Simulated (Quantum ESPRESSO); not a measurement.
## Cr2O3 (Eskolaite): which magnetic order is lowest

Does Cr2O3 (Eskolaite) prefer parallel or opposed moments, or none?

Program: Quantum ESPRESSO 7.5. Level of theory: PBE with U = 3.5 eV on Cr d (ortho-atomic projectors); plane waves with GBRV 1.5 PBE potentials, no spin-orbit coupling. Results are calculated unless marked as measured.

## (1) Set-up

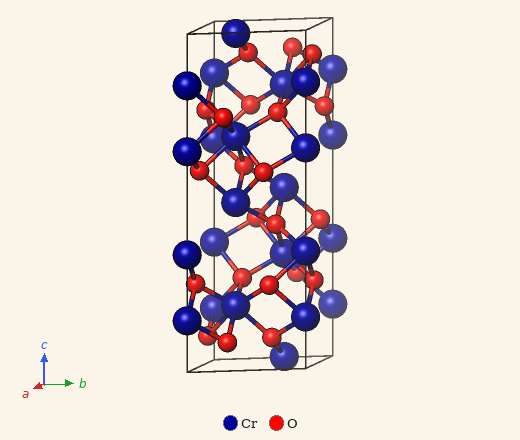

The cell as given, slightly off an axis (chromium blue, oxygen red). This picture shows the conventional cell, with its axes. Some periodic images of atoms are drawn too.

As a file:

```cif
data_structure
_symmetry_space_group_name_H-M 'R-3c:H'
_symmetry_Int_Tables_number 167
_cell_length_a 4.9570
_cell_length_b 4.9570
_cell_length_c 13.5923
_cell_angle_alpha 90.000
_cell_angle_beta 90.000
_cell_angle_gamma 120.000
_cell_volume 289.24
loop_
_atom_site_label
_atom_site_type_symbol
_atom_site_symmetry_multiplicity
_atom_site_Wyckoff_symbol
_atom_site_fract_x
_atom_site_fract_y
_atom_site_fract_z
_atom_site_occupancy
Cr1 Cr 12 c 0.66667 0.33333 0.18081 1
O1 O 18 e 0.63913 0.66667 0.41667 1
```

The cell comes from the Crystallography Open Database.

## (2) Start 1: ferro ++++

The signs are those of the starting moments on the seeded atoms, the atoms that are given a moment.

pw.in

```
&CONTROL
  calculation = 'scf'
  prefix = 'pwscf'
  outdir = './tmp'
  pseudo_dir = './pseudo'
  disk_io = 'nowf'
/
&SYSTEM
  ibrav = 0
  celldm(1) = 8
  nat = 10
  ntyp = 2
  ecutwfc = 40
  ecutrho = 280
  nbnd = 66
  occupations = 'smearing'
  smearing = 'fd'
  degauss = 0.00367493
  nspin = 2
  starting_magnetization(1) = 0.2143
  starting_magnetization(2) = 0
/
&ELECTRONS
  conv_thr = 2d-08
  electron_maxstep = 150
  mixing_beta = 0.3
/
ATOMIC_SPECIES
Cr     51.9961 cr_pbe_v1.5.uspp.F.UPF
O      15.9990 o_pbe_v1.2.uspp.F.UPF
CELL_PARAMETERS alat
   0.5854607749856    0.3380159360411    1.0702385168308
  -0.5854607749856    0.3380159360411    1.0702385168308
   0.0000000000000   -0.6760318720822    1.0702385168308
ATOMIC_POSITIONS crystal
Cr      0.3474800000    0.3474800000    0.3474800000
Cr      0.1525200000    0.1525200000    0.1525200000
Cr      0.6525200000    0.6525200000    0.6525200000
Cr      0.8474800000    0.8474800000    0.8474800000
O       0.5558000000    0.9442000000    0.2500000000
O       0.2500000000    0.5558000000    0.9442000000
O       0.9442000000    0.2500000000    0.5558000000
O       0.4442000000    0.0558000000    0.7500000000
O       0.7500000000    0.4442000000    0.0558000000
O       0.0558000000    0.7500000000    0.4442000000
K_POINTS automatic
6 6 6 0 0 0
HUBBARD {ortho-atomic}
U Cr-3d 3.5000
```

The run is started by

```
OMP_NUM_THREADS=1 mpirun -n 4 pw.x -nk 4 -in pw.in > pw.out
```

What it wrote:

```text
Program PWSCF v.7.5 starts

     Message from routine setup:
     using ibrav=0 with symmetry is DISCOURAGED, use correct ibrav instead

     K-points division:     npool     =       4
     Subspace diagonalization in iterative solution of the eigenvalue problem:

     G-vector sticks info
     --------------------
     sticks:   dense  smooth     PW     G-vecs:    dense   smooth      PW
     Sum        1855    1071    329                51357    22277    3781

     Using Slab Decomposition

     bravais-lattice index     =            0
     lattice parameter (alat)  =       8.0000  a.u.
     unit-cell volume          =     650.6340 (a.u.)^3
     number of atoms/cell      =           10
     number of atomic types    =            2
     number of electrons       =        92.00
     number of Kohn-Sham states=           66
     kinetic-energy cutoff     =      40.0000  Ry
     charge density cutoff     =     280.0000  Ry
     scf convergence threshold =      2.0E-08
     mixing beta               =       0.3000
     number of iterations used =            8  plain     mixing
     Exchange-correlation= SLA  PW   PBE  PBE
                           (   1   4   3   4   0   0   0)
     Hubbard projectors: ortho-atomic
     Hubbard parameters of DFT+U (Dudarev formulation) in eV:
     U(Cr-3d) =  3.5000

     Internal variables: lda_plus_u =T, lda_plus_u_kind = 0

     Internal variables: orbital_resolved =F, hub_pot_fix =F, apply_U = F

     celldm(1)=   8.000000  celldm(2)=   0.000000  celldm(3)=   0.000000
     celldm(4)=   0.000000  celldm(5)=   0.000000  celldm(6)=   0.000000

     crystal axes: (cart. coord. in units of alat)
               a(1) = (   0.585461   0.338016   1.070239 )
               a(2) = (  -0.585461   0.338016   1.070239 )
               a(3) = (   0.000000  -0.676032   1.070239 )

     reciprocal axes: (cart. coord. in units 2 pi/alat)
               b(1) = (  0.854028  0.493073  0.311457 )
               b(2) = ( -0.854028  0.493073  0.311457 )
               b(3) = (  0.000000 -0.986147  0.311457 )

     PseudoPot. # 1 for Cr read from file:
     cr_pbe_v1.5.uspp.F.UPF
     Pseudo is Ultrasoft + core correction, Zval = 14.0
     Generated by new atomic code, or converted to UPF format
     Using radial grid of  857 points,  6 beta functions with:
                l(1) =   0
                l(2) =   0
                l(3) =   1
                l(4) =   1
                l(5) =   2
                l(6) =   2
     Q(r) pseudized with  8 coefficients,  rinner =    0.950   0.950   0.950
                                                       0.950   0.950

     PseudoPot. # 2 for O  read from file:
     o_pbe_v1.2.uspp.F.UPF
     Pseudo is Ultrasoft + core correction, Zval =  6.0
     Generated by new atomic code, or converted to UPF format
     Using radial grid of  737 points,  5 beta functions with:
                l(1) =   0
                l(2) =   0
                l(3) =   1
                l(4) =   1
                l(5) =   2
     Q(r) pseudized with  8 coefficients,  rinner =    0.900   0.900   0.900
                                                       0.900   0.900

     atomic species   valence    mass     pseudopotential
     Cr               14.00    51.99610     Cr( 1.00)
     O                 6.00    15.99900     O ( 1.00)

     Starting magnetic structure
     atomic species   magnetization
     Cr              0.214
     O               0.000

     12 Sym. Ops., with inversion, found ( 6 have fractional translation)

   Cartesian axes

     site n.     atom                  positions (alat units)
         1        Cr     tau(   1) = (  -0.0000000  -0.0000000   1.1156594  )
         2        Cr     tau(   2) = (   0.0000000  -0.0000000   0.4896983  )
         3        Cr     tau(   3) = (   0.0000000  -0.0000000   2.0950561  )
         4        Cr     tau(   4) = (  -0.0000000   0.0000000   2.7210172  )
         5        O      tau(   5) = (  -0.2273930   0.3380159   1.8729174  )
         6        O      tau(   6) = (  -0.1790339  -0.3659361   1.8729174  )
         7        O      tau(   7) = (   0.4064269   0.0279201   1.8729174  )
         8        O      tau(   8) = (   0.2273930  -0.3380159   1.3377981  )
         9        O      tau(   9) = (   0.1790339   0.3659361   1.3377981  )
        10        O      tau(  10) = (  -0.4064269  -0.0279201   1.3377981  )

     number of k points=    32  Fermi-Dirac smearing, width (Ry)=  0.0037
                       cart. coord. in units 2pi/alat
        k(    1) = (   0.0000000   0.0000000   0.0000000), wk =   0.0046296
        k(    2) = (   0.0000000  -0.1643578   0.0519095), wk =   0.0277778
        k(    3) = (   0.0000000  -0.3287156   0.1038190), wk =   0.0277778
        k(    4) = (  -0.0000000   0.4930734  -0.1557285), wk =   0.0138889
        k(    5) = (  -0.1423380  -0.0821789   0.1038190), wk =   0.0277778
        [... 27 further k-points ...]

     Dense  grid:    51357 G-vectors     FFT dimensions: (  54,  54,  54)

     Smooth grid:    22277 G-vectors     FFT dimensions: (  48,  48,  48)

     Check: negative core charge=   -0.000008
     Generating pointlists ...
     new r_m :   0.1914 (alat units)  1.5312 (a.u.) for type    1
     new r_m :   0.1914 (alat units)  1.5312 (a.u.) for type    2

     Initial potential from superposition of free atoms

     starting charge      87.9999, renormalised to      92.0000

     negative rho (up, down):  1.445E-03 9.086E-04

     STARTING HUBBARD OCCUPATIONS:

     =================== HUBBARD OCCUPATIONS ===================
     ------------------------ ATOM    1 ------------------------
     Tr[ns(  1)] (up, down, total) =   3.40000  0.00000  3.40000
     Atomic magnetic moment for atom   1 =   3.40000
     [... lines left out ...]
     ------------------------ ATOM    2 ------------------------
     Tr[ns(  2)] (up, down, total) =   3.40000  0.00000  3.40000
     Atomic magnetic moment for atom   2 =   3.40000
     [... lines left out ...]
     ------------------------ ATOM    3 ------------------------
     Tr[ns(  3)] (up, down, total) =   3.40000  0.00000  3.40000
     Atomic magnetic moment for atom   3 =   3.40000
     [... lines left out ...]
     ------------------------ ATOM    4 ------------------------
     Tr[ns(  4)] (up, down, total) =   3.40000  0.00000  3.40000
     Atomic magnetic moment for atom   4 =   3.40000
     [... lines left out ...]
     Number of occupied Hubbard levels =   13.6000

     Atomic wfc used for Hubbard projectors are orthogonalized

     Starting wfcs are   64 randomized atomic wfcs +    2 random wfcs

     Self-consistent Calculation

     iteration #  1     ecut=    40.00 Ry     beta= 0.30
     Davidson diagonalization with overlap
     ethr =  1.00E-02,  avg # of iterations =  5.4

     =================== HUBBARD OCCUPATIONS ===================
     ------------------------ ATOM    1 ------------------------
     Tr[ns(  1)] (up, down, total) =   3.28988  0.29349  3.58337
     Atomic magnetic moment for atom   1 =   2.99639
     [... lines left out ...]
     ------------------------ ATOM    2 ------------------------
     Tr[ns(  2)] (up, down, total) =   3.28988  0.29349  3.58337
     Atomic magnetic moment for atom   2 =   2.99639
     [... lines left out ...]
     ------------------------ ATOM    3 ------------------------
     Tr[ns(  3)] (up, down, total) =   3.28988  0.29349  3.58337
     Atomic magnetic moment for atom   3 =   2.99639
     [... lines left out ...]
     ------------------------ ATOM    4 ------------------------
     Tr[ns(  4)] (up, down, total) =   3.28988  0.29349  3.58337
     Atomic magnetic moment for atom   4 =   2.99639
     [... lines left out ...]
     Number of occupied Hubbard levels =   14.3335

     negative rho (up, down):  0.000E+00 6.014E-03

     total energy              =    -895.04881760 Ry
     estimated scf accuracy    <       3.71051082 Ry

     total magnetization       =    12.00 Bohr mag/cell
     absolute magnetization    =    12.35 Bohr mag/cell

     iteration #  2     ecut=    40.00 Ry     beta= 0.30
     Davidson diagonalization with overlap
     ethr =  4.03E-03,  avg # of iterations =  1.6

     negative rho (up, down):  0.000E+00 9.175E-03

     total energy              =    -895.72384811 Ry
     estimated scf accuracy    <       0.22589969 Ry

     total magnetization       =    12.00 Bohr mag/cell
     absolute magnetization    =    12.54 Bohr mag/cell

     iteration #  3     ecut=    40.00 Ry     beta= 0.30
     Davidson diagonalization with overlap
     ethr =  2.46E-04,  avg # of iterations =  3.1

     negative rho (up, down):  0.000E+00 1.324E-02

     total energy              =    -895.77916111 Ry
     estimated scf accuracy    <       0.07728021 Ry

     total magnetization       =    12.00 Bohr mag/cell
     absolute magnetization    =    12.61 Bohr mag/cell

     [... further iterations left out ...]

     iteration #  9     ecut=    40.00 Ry     beta= 0.30
     Davidson diagonalization with overlap
     ethr =  6.16E-09,  avg # of iterations =  2.0

     negative rho (up, down):  0.000E+00 1.682E-02

     total energy              =    -895.79977689 Ry
     estimated scf accuracy    <       0.00000436 Ry

     total magnetization       =    12.00 Bohr mag/cell
     absolute magnetization    =    12.62 Bohr mag/cell

     iteration # 10     ecut=    40.00 Ry     beta= 0.30
     Davidson diagonalization with overlap
     ethr =  4.74E-09,  avg # of iterations =  2.0

     negative rho (up, down):  0.000E+00 1.682E-02

     total energy              =    -895.79977497 Ry
     estimated scf accuracy    <       0.00001179 Ry

     total magnetization       =    12.00 Bohr mag/cell
     absolute magnetization    =    12.62 Bohr mag/cell

     iteration # 11     ecut=    40.00 Ry     beta= 0.30
     Davidson diagonalization with overlap
     ethr =  4.74E-09,  avg # of iterations =  2.0

     negative rho (up, down):  0.000E+00 1.682E-02

     total energy              =    -895.79977777 Ry
     estimated scf accuracy    <       0.00000003 Ry

     total magnetization       =    12.00 Bohr mag/cell
     absolute magnetization    =    12.62 Bohr mag/cell

     iteration # 12     ecut=    40.00 Ry     beta= 0.30
     Davidson diagonalization with overlap
     ethr =  3.19E-11,  avg # of iterations =  2.5

     negative rho (up, down):  0.000E+00 1.682E-02

     Magnetic moment per site  (integrated on atomic sphere of radius R)
     atom   1 (R=0.191)  charge= 10.8487  magn=  2.4974
     atom   2 (R=0.191)  charge= 10.8487  magn=  2.4974
     atom   3 (R=0.191)  charge= 10.8487  magn=  2.4974
     atom   4 (R=0.191)  charge= 10.8487  magn=  2.4974
     atom   5 (R=0.191)  charge=  5.4946  magn= -0.0388
     atom   6 (R=0.191)  charge=  5.4946  magn= -0.0388
     atom   7 (R=0.191)  charge=  5.4946  magn= -0.0388
     atom   8 (R=0.191)  charge=  5.4946  magn= -0.0388
     atom   9 (R=0.191)  charge=  5.4946  magn= -0.0388
     atom  10 (R=0.191)  charge=  5.4946  magn= -0.0388

     End of self-consistent calculation

     =================== HUBBARD OCCUPATIONS ===================
     ------------------------ ATOM    1 ------------------------
     Tr[ns(  1)] (up, down, total) =   3.59433  0.54367  4.13801
     Atomic magnetic moment for atom   1 =   3.05066
     [... lines left out ...]
     ------------------------ ATOM    2 ------------------------
     Tr[ns(  2)] (up, down, total) =   3.59433  0.54367  4.13801
     Atomic magnetic moment for atom   2 =   3.05066
     [... lines left out ...]
     ------------------------ ATOM    3 ------------------------
     Tr[ns(  3)] (up, down, total) =   3.59433  0.54367  4.13801
     Atomic magnetic moment for atom   3 =   3.05066
     [... lines left out ...]
     ------------------------ ATOM    4 ------------------------
     Tr[ns(  4)] (up, down, total) =   3.59433  0.54367  4.13801
     Atomic magnetic moment for atom   4 =   3.05066
     [... lines left out ...]
     Number of occupied Hubbard levels =   16.5520

     [... lines left out ...]
     the Fermi energy is    12.8876 ev

!    total energy              =    -895.79977862 Ry
     estimated scf accuracy    <       0.00000002 Ry
     smearing contrib. (-TS)   =      -0.00000000 Ry
     internal energy E=F+TS    =    -895.79977862 Ry

     The total energy is F=E-TS. E is the sum of the following terms:
     one-electron contribution =    -365.84630701 Ry
     hartree contribution      =     232.83852521 Ry
     xc contribution           =    -134.50998417 Ry
     ewald contribution        =    -628.76144723 Ry
     Hubbard energy            =       0.47943459 Ry

     total magnetization       =    12.00 Bohr mag/cell
     absolute magnetization    =    12.62 Bohr mag/cell

     convergence has been achieved in  12 iterations

=------------------------------------------------------------------------------=
   JOB DONE.
=------------------------------------------------------------------------------=
```

The job ended after 79 s (4 MPI ranks of Intel Xeon Platinum 8488C (Sapphire Rapids), shared host; peak memory 0.75 GiB; 5.2 min of CPU time).

Spin moment in the atom's sphere by atom:

| atom | spin moment in the atom's sphere (μB) |
| --- | --- |
| Cr1 | 2.50 |
| Cr2 | 2.50 |
| Cr3 | 2.50 |
| Cr4 | 2.50 |
| O5 | -0.04 |
| O6 | -0.04 |
| O7 | -0.04 |
| O8 | -0.04 |
| O9 | -0.04 |
| O10 | -0.04 |

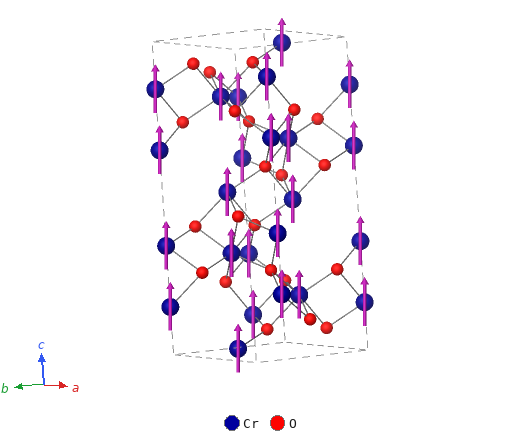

Spin moment in the atom's sphere as arrows, the longest 2.50 μB. Up and down stand for the sign. Arrows give size and sign along the axis of quantisation, drawn up and down the page. Some periodic images of atoms are drawn too.

Read from the output:

```yaml
smearing_term_ts: 9.04e-13 eV
magnetization: 12 μB
absolute_magnetization: 12.62 μB
final_state: ferromagnetic
```

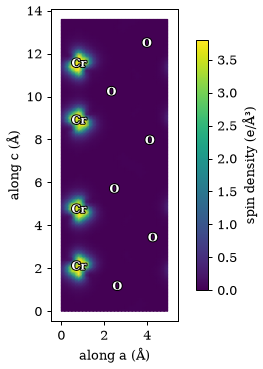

Spin density in the ac plane of the conventional cell at fractional y = 0.000, with atoms of Cr and O within 0.2 Å of it. The map starts off the cell's origin, so that atoms lie inside it.

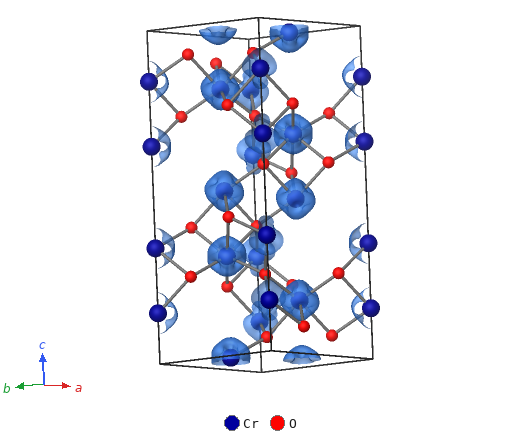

Surface of spin density = 0.39 e/Å³, which holds about 70 % of the integral of its size.

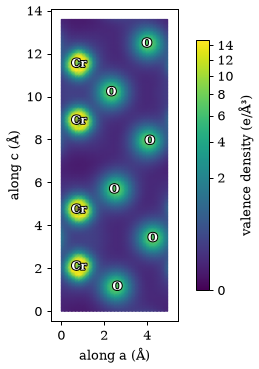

Valence density in the ac plane of the conventional cell at fractional y = 0.000, with atoms of Cr and O within 0.2 Å of it. It is the smooth field of the valence electrons, not physical close to the nuclei. The map starts off the cell's origin, so that atoms lie inside it. The colour scale is stretched toward low values.

[end of part 1 of 3]

[Logs and program files are shortened in this print: banners, set-up blocks, solver, clock and traceback lines can be left out without a mark of their own.]

[Logs are printed without paths, hosts, clocks, repeated set-up lines and the standing remarks that a program may print on its own settings, such as how far it seeks lower states.]

[Hosts, paths, dates, database ids (printed as entryN), source tags and the programs' standing remarks are cut or masked in the printed files.]

[Where a cell is said to come from a database of computed structures, the database is the Materials Project.]
